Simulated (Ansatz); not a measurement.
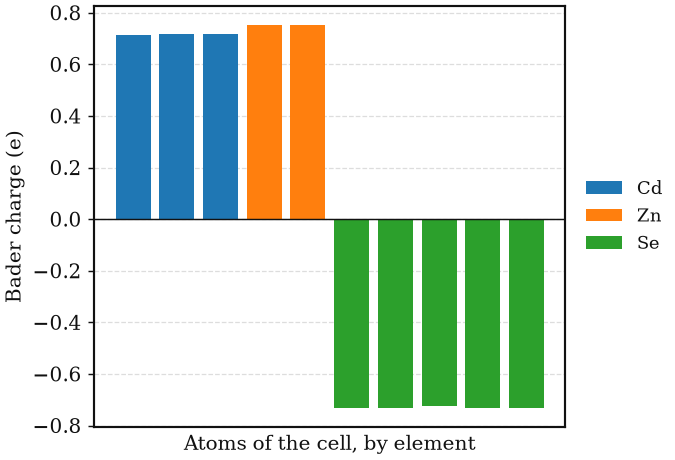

Bader charges of the atoms (positive: electrons lost).

Input of the run:

```
crystal:
  lattice:
    - [-2.1152493068, 2.1152493068, 15.1574089784]
    - [2.1152493068, -2.1152493068, 15.1574089784]
    - [2.1152493068, 2.1152493068, -15.1574089784]
  atoms:
    - { symbol: Zn, position: [0.9017192625, 0.9017192625, 0.0] }
    - { symbol: Zn, position: [0.0982807375, 0.0982807375, 0.0] }
    - { symbol: Cd, position: [0.5, 0.5, 0.0] }
    - { symbol: Cd, position: [0.6965749612, 0.6965749612, 0.0] }
    - { symbol: Cd, position: [0.3034250388, 0.3034250388, 0.0] }
    - { symbol: Se, position: [0.5536716658, 0.0536716658, 0.5] }
    - { symbol: Se, position: [0.1428897738, 0.6428897738, 0.5] }
    - { symbol: Se, position: [0.75, 0.25, 0.5] }
    - { symbol: Se, position: [0.3571102262, 0.8571102262, 0.5] }
    - { symbol: Se, position: [0.9463283342, 0.4463283342, 0.5] }
basis:
  ecutwfc: 420
kpoints:
  mp_grid: { grid: [10, 10, 10] }
  band_path:
    path:
      - [[0.0, 0.0, 0.0], [0.0, 0.0, 0.5], [0.25, 0.25, 0.25], [0.0, 0.5, 0.0], [0.0, 0.0, 0.0], [0.5, 0.5, -0.5], [0.2548687, 0.7451313, -0.2548687]]
      - [[-0.2548687, 0.2548687, 0.2548687], [0.0, 0.0, 0.0]]
      - [[0.0, 0.0, 0.5], [-0.0097374, 0.0097374, 0.5]]
      - [[0.5, 0.5, -0.0097374], [0.5, 0.5, -0.5]]
    npoints: 14
hamiltonian:
  xc: pbe
scf:
  occupations: { method: gaussian, width: 0.02 }
  n_extra_bands: 25
output:
  forces: true
  stress: true
  eigenvalues: true
  populations: true
  dos: { projected: true, de: 0.02, nscf_kmesh: { grid: [15, 15, 15] } }
  bader: true
  write_density: true
  write_potential: true
  elf: true
  volumetric_format: npy
```

Command:
```bash
ansatz run input.yaml --threads 4 --pin off --max-ram 8192MiB --backend cpu --events-out ev --progress --plain --runs-dir out
```

**What are the charges by element?**

The Bader charges are Zn +0.75 e, Cd +0.72 e and Se −0.73 e. Summed over the cell, Cd gives up most (2.1 e) and Se takes most (3.7 e).

The structure is an invented one, so it need not be a known or stable phase.
